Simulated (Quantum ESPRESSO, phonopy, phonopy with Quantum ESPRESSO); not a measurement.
# Grüneisen parameters and expansion of KF (Fm-3m), part 8 of 8

Which modes of KF drive its thermal expansion?

Experimental results on record:
- volume expansion coefficient 104.4 1e-6/K and heat capacity C_P per formula unit 49 J/mol/K near room temperature (given in “High-Throughput Prediction of Finite-Temperature Properties using the Quasi-Harmonic Approximation”, 2016, arXiv:1603.06924)
- volume expansion coefficient 95.1 1e-6/K near room temperature (given in “Descriptors for thermal expansion in solids”, 2017, arXiv:1701.03966)

Quantum ESPRESSO 7.5; DFT PBE+D3(BJ), scalar-relativistic, plane waves, GBRV ultrasoft pseudopotentials.

So far. Step 25 (Ground state at this cell, V/V0 0.97): The run ends at a pressure of 1.07 GPa. Step 27 (Zone-centre response): The Born charges sum to zero within 0.0052 e; the rest is removed before use. Acoustic frequencies in this log differ from zero by the error of the sum rule, which ph.x does not impose.

### Step 28. A displaced supercell

One atom (for the harmonic constants) or a pair of atoms (for the cubic ones) is moved by a few hundredths of an ångström; the forces on all atoms give a column of force constants. The threshold is tight because the forces are small.

System of this step: KF. Symmetry: Imm2, No. 44, orthorhombic system. The conventional cell has a = 7.465 Å, b = 10.557 Å, c = 7.465 Å, α = 90.00°, β = 90.00°, γ = 90.00°. Nearest to K lie 6 F at 2.63 to 2.65 Å. Nearest to K lie 6 F at 2.64 Å. K has 6 F at 2.64 Å nearest. Nearest to F lie 6 K at 2.64 Å. Farther neighbours and most contacts between anions are not listed.

disp-00001.in reads:

```
 &control
    calculation='scf',
    prefix='x',
    outdir='./tmp',
    pseudo_dir='./pseudo',
    tprnfor=.true.,
    disk_io='none',
 /
 &system
    ibrav=0,
    nat=16,
    ntyp=2,
    ecutwfc=45.0,
    ecutrho=270.0,
    occupations='fixed',
    nbnd=66,
    vdw_corr='grimme-d3',
    dftd3_version=4,
    dftd3_threebody=.false.,
 /
 &electrons
    conv_thr=1.0d-11,
    mixing_beta=0.7,
    electron_maxstep=100,
 /
ATOMIC_SPECIES
 K      39.0983  K.upf
 F      18.9984  F.upf
CELL_PARAMETERS angstrom
     0.000000000    5.278343328    5.278343328
     5.278343328    0.000000000    5.278343328
     5.278343328    5.278343328    0.000000000
ATOMIC_POSITIONS crystal
 K      0.002679275   0.000000000   0.000000000
 K      0.500000000   0.000000000   0.000000000
 K      0.000000000   0.500000000   0.000000000
 K      0.500000000   0.500000000   0.000000000
 K      0.000000000   0.000000000   0.500000000
 K      0.500000000   0.000000000   0.500000000
 K      0.000000000   0.500000000   0.500000000
 K      0.500000000   0.500000000   0.500000000
 F      0.250000000   0.250000000   0.250000000
 F      0.750000000   0.250000000   0.250000000
 F      0.250000000   0.750000000   0.250000000
 F      0.750000000   0.750000000   0.250000000
 F      0.250000000   0.250000000   0.750000000
 F      0.750000000   0.250000000   0.750000000
 F      0.250000000   0.750000000   0.750000000
 F      0.750000000   0.750000000   0.750000000
K_POINTS automatic
 3 3 3 0 0 0
```

Launch:

```
> OMP_NUM_THREADS=1 mpirun -n 2 pw.x -nk 2 -in disp-00001.in > disp-00001.out
```

The program printed:

```text
[banner, memory and clock lines left out]
Program PWSCF v.7.5

     Message from routine setup:
     using ibrav=0 with symmetry is DISCOURAGED, use correct ibrav instead

     G-vector sticks info

     bravais-lattice index     =            0
     lattice parameter (alat)  =      14.1062  a.u.
     unit-cell volume          =    1984.8126 (a.u.)^3
     number of atoms/cell      =           16
     number of atomic types    =            2
     number of electrons       =       128.00
[...]
atom    1 type  1   force =    -0.00000000   -0.00179984   -0.00179984
     atom    2 type  1   force =     0.00000000    0.00055467    0.00055467
     atom    3 type  1   force =     0.00035465   -0.00007785    0.00019952
[...]
atom   15 type  2   force =     0.00000179    0.00006467    0.00006467
     atom   16 type  2   force =     0.00000183   -0.00004516   -0.00004516

     Total force =     0.002943     Total SCF correction =     0.000000
     Message from routine punch:
     Nothing written, as per user request (disk_io='none')
[key lines of the parts left out:]
!    total energy              =    -846.96846444 Ry
convergence has been achieved in  18 iterations
```

Run time: 2.1 min. Hardware: 2 MPI ranks of Intel Xeon Platinum 8375C at 2.90GHz (Ice Lake), shared host.

### Step 29. Phonons, V/V0 0.97

This step: DFT PBE+D3(BJ), scalar-relativistic, plane waves, GBRV ultrasoft pseudopotentials (phonopy with Quantum ESPRESSO 4.10.0 / 7.5).

It took 2.1 min on 4 threads; 8.2 min of CPU time.

No mode is imaginary beyond numerical noise along the path. The highest zone-centre mode (no LO–TO term) moved by +7.4 % for a volume change of -3.0 %.

The time given is that of the 2 pw.x runs on displaced cells behind this step.

### Step 30. Self-consistent run, V/V0 1.05

A tight ground state at this cell gives the energy of this member; its pressure is the stress at this cutoff, which can carry an offset from the finite basis.

This step: DFT PBE+D3(BJ), scalar-relativistic, plane waves, GBRV ultrasoft pseudopotentials (Quantum ESPRESSO 7.5).

System of this step: KF. It takes space group Fm-3m (No. 225, cubic). The conventional cell has a = 5.420 Å, b = 5.420 Å, c = 5.420 Å, α = 90.00°, β = 90.00°, γ = 90.00°. Nearest to K lie 6 F at 2.71 Å. Nearest to F lie 6 K at 2.71 Å. Farther neighbours and most contacts between anions are not listed.

scf.in reads:

```
 &control
    calculation='scf',
    prefix='x',
    outdir='./tmp',
    pseudo_dir='./pseudo',
    tprnfor=.true.,
    tstress=.true.,
 /
 &system
    ibrav=0,
    nat=2,
    ntyp=2,
    ecutwfc=45.0,
    ecutrho=270.0,
    occupations='fixed',
    nbnd=10,
    vdw_corr='grimme-d3',
    dftd3_version=4,
    dftd3_threebody=.false.,
 /
 &electrons
    conv_thr=1.0d-12,
    mixing_beta=0.7,
    electron_maxstep=100,
 /
ATOMIC_SPECIES
 K      39.0983  K.upf
 F      18.9984  F.upf
CELL_PARAMETERS angstrom
     0.000000000    2.709818237    2.709818237
     2.709818237    0.000000000    2.709818237
     2.709818237    2.709818237    0.000000000
ATOMIC_POSITIONS crystal
 K      0.000000000   0.000000000   0.000000000
 F      0.500000000   0.500000000   0.500000000
K_POINTS automatic
 8 8 8 0 0 0
```

Launch:

```
> OMP_NUM_THREADS=1 mpirun -n 4 pw.x -nk 4 -in scf.in > scf.out
```

The program printed:

```text
[banner, memory and clock lines left out]
Program PWSCF v.7.5

     Message from routine setup:
     using ibrav=0 with symmetry is DISCOURAGED, use correct ibrav instead

     G-vector sticks info

     bravais-lattice index     =            0
     lattice parameter (alat)  =       7.2419  a.u.
     unit-cell volume          =     268.5636 (a.u.)^3
     number of atoms/cell      =            2
     number of atomic types    =            2
     number of electrons       =        16.00
[...]
atom    2 type  2   force =    -0.00000000    0.00000000    0.00000000

     Total force =     0.000000     Total SCF correction =     0.000000

     Computing stress (Cartesian axis) and pressure

          total   stress  (Ry/bohr**3)                   (kbar)     P=      -14.64
  -0.00009951  -0.00000000  -0.00000000          -14.64       -0.00       -0.00
  -0.00000000  -0.00009951   0.00000000           -0.00      -14.64        0.00
  -0.00000000   0.00000000  -0.00009951           -0.00        0.00      -14.64

     XML data file, charge density, pseudopotentials, collected wavefunctions
[key lines of the parts left out:]
!    total energy              =    -105.87105073 Ry
convergence has been achieved in  14 iterations
```

Elapsed: 4.1 s, on 4 MPI ranks.

The run ends at a pressure of -1.46 GPa.

### Step 31. Ph1.050 field d3hess

d3hess.in reads:

```
 &input
    prefix='x',
    outdir='./tmp',
    step=0.001,
 /
```

Launch:

```
> d3hess.x -in d3hess.in > d3hess.out
```

The program printed:

```text
[banner, memory and clock lines left out]
Program d3hess v.7.5

     ./tmp/x.save/

     IMPORTANT: XC functional enforced from input :
     Exchange-correlation= PBE
                           (   1   4   3   4   0   0   0)
     Any further DFT definition will be discarded
     Please, verify this is what you really want

     G-vector sticks info

     Differentiation step:           0.001000000000
     DFT-D3 version:    4
     DFT-D3 threebody: F
     Using a general (and memory consuming) algorithm for any q

 |G(force)| =   2.5110343221414785E-003  supercell gradient
[...]
|H(unit cell)| =   1.1784312877850226E-007
     Displacement step:    2   3  -1

 |G(force)| =   2.5111168675501605E-003  supercell gradient
 |G(force)| =   5.5920952346817269E-008  supercell gradient for atoms in the unit cell
 |G(force)| =   5.5920952346817269E-008  unit cell gradient
     Displacement step:    2   3   1

 |G(force)| =   2.5111107428792642E-003  supercell gradient
 |G(force)| =   6.7925587090398433E-008  supercell gradient for atoms in the unit cell
 |G(force)| =   6.7925587090398433E-008  unit cell gradient
 |H(unit cell)| =   1.1784312877849048E-007

     Writing Hessian on file: ./tmp/x.hess

Note: The following floating-point exceptions are signalling: IEEE_UNDERFLOW_FLAG
```

Run time: 2 s. Hardware: 1 thread.

### Step 32. Born charges and dielectric tensor

In a polar crystal the Born charges and ε∞ give the long-range dipole term that a finite supercell misses. They are those of this k-mesh and were not tested on a denser one; where the gap is small they converge slowly, and the LO modes with them.

ph.in reads:

```
phonons
 &inputph
    prefix='x',
    outdir='./tmp',
    fildyn='x.dyn',
    tr2_ph=1.0d-18,
    epsil=.true.,
 /
0.000000000 0.000000000 0.000000000
```

scf.in is that of step 30.

Launch:

```
> OMP_NUM_THREADS=1 mpirun -n 4 ph.x -nk 4 -in ph.in > ph.out
```

The program printed:

```text
[banner, memory and clock lines left out]
Program PHONON v.7.5

     ./tmp/x.save/

     IMPORTANT: XC functional enforced from input :
     Exchange-correlation= PBE
                           (   1   4   3   4   0   0   0)
     Any further DFT definition will be discarded
     Please, verify this is what you really want

     G-vector sticks info

     Reading collected, re-writing distributed wavefunctions in ./tmp/

     Number and degeneracy of irreps per q-point
       N         xq(1)         xq(2)         xq(3)   N irreps
[...]
freq (    1) =      -0.091869 [THz] =      -3.064427 [cm-1]
     freq (    2) =      -0.091869 [THz] =      -3.064427 [cm-1]
     freq (    3) =      -0.091869 [THz] =      -3.064427 [cm-1]
     freq (    4) =       4.946702 [THz] =     165.004233 [cm-1]
     freq (    5) =       4.946702 [THz] =     165.004233 [cm-1]
     freq (    6) =       4.946702 [THz] =     165.004233 [cm-1]
 **************************************************************************

     Mode symmetry, O_h (m-3m)  point group:

     freq (   1-   3) =         -3.1  [cm-1]   --> T_1u G_15  G_4- I
     freq (   4-   6) =        165.0  [cm-1]   --> T_1u G_15  G_4- I
```

Elapsed: 31 s, on 4 MPI ranks.

The Born charges sum to zero within 0.0052 e; the rest is removed before use. Acoustic frequencies in this log differ from zero by the error of the sum rule, which ph.x does not impose.

### Step 33. A displaced supercell

One atom (for the harmonic constants) or a pair of atoms (for the cubic ones) is moved by a few hundredths of an ångström; the forces on all atoms give a column of force constants. The threshold is tight because the forces are small.

System of this step: KF. Symmetry: Imm2, No. 44, orthorhombic system. The conventional cell has a = 7.665 Å, b = 10.839 Å, c = 7.665 Å, α = 90.00°, β = 90.00°, γ = 90.00°. Nearest to K lie 6 F at 2.70 to 2.72 Å. Nearest to K lie 6 F at 2.71 Å. K has 6 F at 2.71 Å nearest. Nearest to F lie 6 K at 2.71 Å. Farther neighbours and most contacts between anions are not listed.

Edit disp-00001.in of step 28 so:

```diff
@@ -29,7 +29,7 @@
 CELL_PARAMETERS angstrom
-     0.000000000    5.278343328    5.278343328
-     5.278343328    0.000000000    5.278343328
-     5.278343328    5.278343328    0.000000000
+     0.000000000    5.419636474    5.419636474
+     5.419636474    0.000000000    5.419636474
+     5.419636474    5.419636474    0.000000000
 ATOMIC_POSITIONS crystal
- K      0.002679275   0.000000000   0.000000000
+ K      0.002609425   0.000000000   0.000000000
  K      0.500000000   0.000000000   0.000000000
```

Launch:

```
> OMP_NUM_THREADS=1 mpirun -n 2 pw.x -nk 2 -in disp-00001.in > disp-00001.out
```

The program printed:

```text
[banner, memory and clock lines left out]
Program PWSCF v.7.5

     Message from routine setup:
     using ibrav=0 with symmetry is DISCOURAGED, use correct ibrav instead

     G-vector sticks info

     bravais-lattice index     =            0
     lattice parameter (alat)  =      14.4839  a.u.
     unit-cell volume          =    2148.5085 (a.u.)^3
     number of atoms/cell      =           16
     number of atomic types    =            2
     number of electrons       =       128.00
[...]
atom    1 type  1   force =     0.00000000   -0.00137937   -0.00137937
     atom    2 type  1   force =     0.00000000    0.00049813    0.00049813
     atom    3 type  1   force =     0.00032215   -0.00006983    0.00017611
[...]
atom   15 type  2   force =     0.00000055    0.00008416    0.00008416
     atom   16 type  2   force =     0.00000156   -0.00004307   -0.00004307

     Total force =     0.002280     Total SCF correction =     0.000001
     Message from routine punch:
     Nothing written, as per user request (disk_io='none')
[key lines of the parts left out:]
!    total energy              =    -846.96840903 Ry
convergence has been achieved in  15 iterations
```

Wall time 1.9 min (2 MPI ranks).

### Step 34. Phonons, V/V0 1.05

This step: DFT PBE+D3(BJ), scalar-relativistic, plane waves, GBRV ultrasoft pseudopotentials (phonopy with Quantum ESPRESSO 4.10.0 / 7.5).

It took 1.9 min on 4 threads.

No mode is imaginary beyond numerical noise along the path. The highest zone-centre mode (no LO–TO term) moved by -11.7 % for a volume change of +5.0 %.

The time given is that of the 2 pw.x runs on displaced cells behind this step.

### Step 35. How the modes move with volume

This step: DFT PBE+D3(BJ), scalar-relativistic, plane waves, GBRV ultrasoft pseudopotentials (phonopy 4.10.0).

This step gave:

* share of modes with a negative Grüneisen parameter: 0.058

Mean Grüneisen, by row:

| T (K) | heat-capacity-weighted mean | root mean square |
| --- | --- | --- |
| 50 | 1.163 | 1.46 |
| 100 | 1.394 | 1.627 |
| 200 | 1.459 | 1.669 |
| 300 | 1.47 | 1.675 |
| 500 | 1.476 | 1.679 |
| 800 | 1.478 | 1.68 |

Mean mode Grueneisen parameter against wavenumber:

```csv
wavenumber (cm⁻¹),mean mode Grueneisen parameter
5,-
37,0.834
68,0.5
111,1.34
142,1.02
174,1.94
206,2.27
248,1.14
279,1.09
311,1.12
```

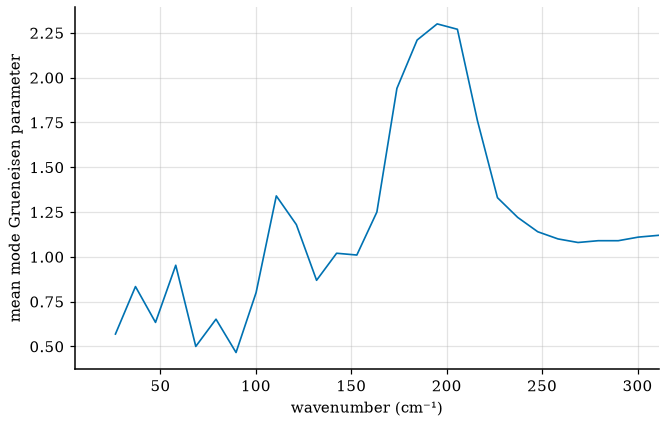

Mean mode Grueneisen parameter, plotted against wavenumber.

Volume series, by row:

```
 V/V0  V (Å³/atom)  pressure (GPa)  E - E0 (meV/atom)  gap (eV)  zero-point energy (meV/atom)  lowest on the path (cm⁻¹)  highest at Gamma without the LO-TO term (cm⁻¹)
 0.97        18.38           1.075              2.815     6.374                         32.02                          0                                           200.7
0.985        18.67           0.506              0.896      6.29                         31.27                          0                                           193.7
    1        18.95          -0.019                  0      6.21                         30.53                          0                                           186.8
1.015        19.24          -0.495             -0.054     6.132                         29.82                          0                                             180
 1.03        19.52          -0.936              0.758     6.056                         29.11                          0                                           173.7
 1.05         19.9          -1.464              2.965     5.959                          28.2                          0                                           165.1
```

The optical frequency at Gamma without the LO-TO term, mode 4 by V/V0:

```
  V/V0  optical frequency at Gamma without the LO-TO term, mode 4 (cm⁻¹)
0.9700                                                               201
0.9850                                                               194
1.0000                                                               187
1.0150                                                               180
1.0300                                                               174
1.0500                                                               165
```

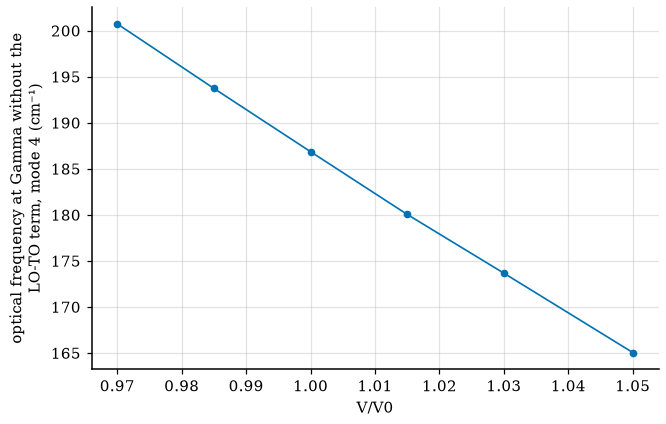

Optical frequency at Gamma without the LO-TO term, mode 4 against V/V0.

Grüneisen at points, by row:

| point | branch | frequency (cm⁻¹) | mode Grüneisen parameter |
| --- | --- | --- | --- |
| Γ | 4 | 186.9 | 2.44 |
| Γ | 6 | 317.4 | 1.13 |
| X | 1 | 87.2 | -0.79 |
| X | 3 | 167.9 | 0.14 |
| X | 4 | 196 | 2.48 |
| X | 6 | 210.7 | 2.11 |
| U | 1 | 99 | 0.65 |
| U | 2 | 143.3 | 0.75 |
| U | 3 | 149.6 | -0.03 |
| U | 4 | 185.6 | 2.42 |
| U | 5 | 205.4 | 1.96 |
| U | 6 | 210.6 | 2.22 |
| K | 1 | 99 | 0.65 |
| K | 2 | 143.3 | 0.75 |
| K | 3 | 149.6 | -0.03 |
| K | 4 | 185.6 | 2.42 |
| K | 5 | 205.4 | 1.96 |
| K | 6 | 210.6 | 2.22 |
| L | 1 | 115.6 | 2.16 |
| L | 3 | 172.5 | 2.15 |
| L | 5 | 198.2 | 1.12 |
| L | 6 | 259.8 | 1.14 |
| W | 1 | 133.2 | -0.19 |
| W | 3 | 136.4 | 1.78 |
| W | 4 | 183 | 1.8 |
| W | 5 | 207.4 | 2.31 |

The printed pressures lie 0.27 GPa below −dE/dV of the same runs on average, in a series that spans 2.5 GPa: energy and stress disagree, as they do when the basis is incomplete, so the pressures are not converged.

### Step 36. Quasi-harmonic fit by phonopy

The energy (each curve on its own zero) by volume; values in meV/atom:

| volume (Å³/atom) | static | F at 0 K | F at 300 K | F at 900 K |
| --- | --- | --- | --- | --- |
| 18.382 | 2.87 | 4.73 | 7.56 | 16.2 |
| 18.667 | 0.95 | 2.06 | 3.82 | 9.13 |
| 18.951 | 0.05 | 0.42 | 1.09 | 3.02 |
| 19.235 | 0 | -0.34 | -0.78 | -2.21 |
| 19.520 | 0.81 | -0.23 | -1.84 | -6.74 |
| 19.898 | 3.02 | 1.06 | -2.14 | -11.7 |

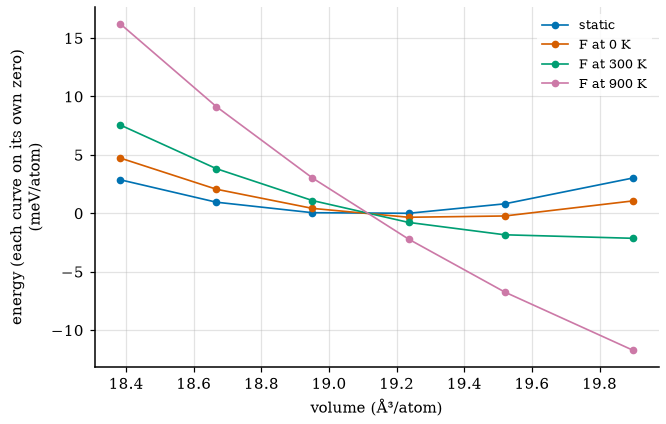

Energy (each curve on its own zero), plotted against volume.

### Step 37. All levels side by side

### Step 38. Results

```yaml
mean_mode_grueneisen_parameter_at_300_k: 1.47
```

What this shows: The q-mesh is coarse, and the expansion can converge slowly with it. The table stops at 250 K because beyond it the fitted volume comes within 1 % of the largest computed cell, where the fit loses its support. The heat-capacity-weighted Grüneisen parameter goes from 1.16 at 50 K to 1.48 at 800 K; 6 % of the modes stiffen on expansion. Weighting γ by the density of states and each mode's heat capacity at 300 K, modes below 110 cm⁻¹ give about 11 % of the sum of γC that drives the expansion, those up to 210 cm⁻¹ 75 % and the rest 13 %. Among the labelled points γ is largest for branch 4 at X (196 cm⁻¹, 2.5) and most negative for branch 1 at X (87.2 cm⁻¹, -0.79). The supercell is small: only its own wavevectors are exact, and branches between them are interpolated and can be misplaced. The printed pressures lie 0.27 GPa below −dE/dV of the same runs on average, in a series that spans 2.5 GPa: energy and stress disagree, as they do when the basis is incomplete, so the pressures are not converged.

[Logs are printed without paths, hosts, clocks, repeated set-up lines and the standing remarks that a program may print on its own settings, such as how far it seeks lower states.]

[Hosts, paths, dates, database ids (printed as entryN), source tags and the programs' standing remarks are cut or masked in the printed files.]

[A step with changed settings may run another functional than the one named; its input shows which.]

[Of the runs on displaced cells, only some may be shown.]
